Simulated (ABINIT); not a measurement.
Band structure of MgSe (F-43m, 2 atoms in the cell).

```
CELL_PARAMETERS angstrom
      0.00000     2.96893     2.96893
      2.96893     0.00000     2.96893
      2.96893     2.96893     0.00000
ATOMIC_POSITIONS crystal
  Mg 0.00000 0.00000 0.00000
  Se 0.25000 0.25000 0.25000
```

Method: PBEsol, PAW (JTH v2.0 PBE PAW, files made for PBE) (plane waves; ABINIT).

Settings: pseudos = [Mg.GGA_PBE-JTH.xml, Se.GGA_PBE-JTH.xml]; ecut = 544 eV; pawecutdg = 1088 eV; pawxcdev = 0; ixc = -116133; occopt = 3; tsmear = 0.00073499 Ha; ngkpt = 7 7 7; nshiftk = 1; shiftk = 0 0 0; potentials = JTH v2.0 PBE PAW; kptopt = 1; nstep = 80.

The starting cell comes from a database of computed structures (which also holds hypothetical and non-ambient phases and stackings), without a prior relaxation at this level. The potentials were made for another functional than the one used.

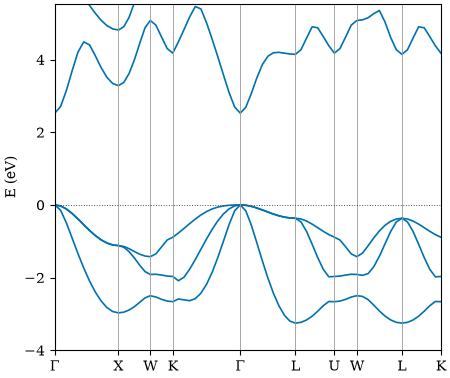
Figure: Bands along the path, energies from the top of the valence band on the SCF mesh.

Read off roughly the gap and where its edges lie.

The gap along the path is about 2.5 eV (computed: 2.53 eV), direct at Γ to within 0.01 eV.

Levels in eV from the top of the valence band on the SCF mesh, bands 5 to 12:
| point | 5 | 6 | 7 | 8 | 9 | 10 | 11 | 12 |
|---|---|---|---|---|---|---|---|---|
| Γ | -11.64 | 0.00 | 0.00 | 0.00 | 2.53 | 7.08 | 7.08 | 7.08 |
| X | -10.88 | -2.97 | -1.12 | -1.12 | 3.28 | 4.81 | 10.64 | 11.23 |
| W | -10.88 | -2.50 | -1.91 | -1.43 | 5.08 | 7.14 | 7.47 | 7.60 |
| K | -10.89 | -2.66 | -1.97 | -0.89 | 4.18 | 6.32 | 9.03 | 9.41 |
| L | -11.07 | -3.25 | -0.37 | -0.37 | 4.14 | 6.87 | 6.87 | 8.04 |
| U | -10.89 | -2.66 | -1.97 | -0.89 | 4.18 | 6.32 | 9.03 | 9.41 |
